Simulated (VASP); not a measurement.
Band structure of Cs (bcc). All values below come from LDA (Ceperley-Alder, Perdew-Zunger), VASP's LDA PAW potentials (set 64) (plane waves; VASP).

Unless said otherwise, spin-orbit coupling is left out, though it shifts the bands of the heavy elements here.

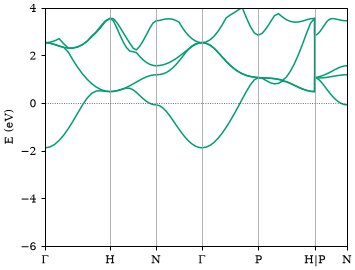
Bands along high-symmetry lines, zero at the valence-band maximum or, without a gap, the Fermi level

Problem. Read the plot: is there a gap, and where are the band edges?

Solution. It has no gap at this level: it comes out as a metal or semimetal. (Edges off the drawn lines would not show.)

The compound is Cs in the bcc structure. It was relaxed first, which changed the volume by -16 %.
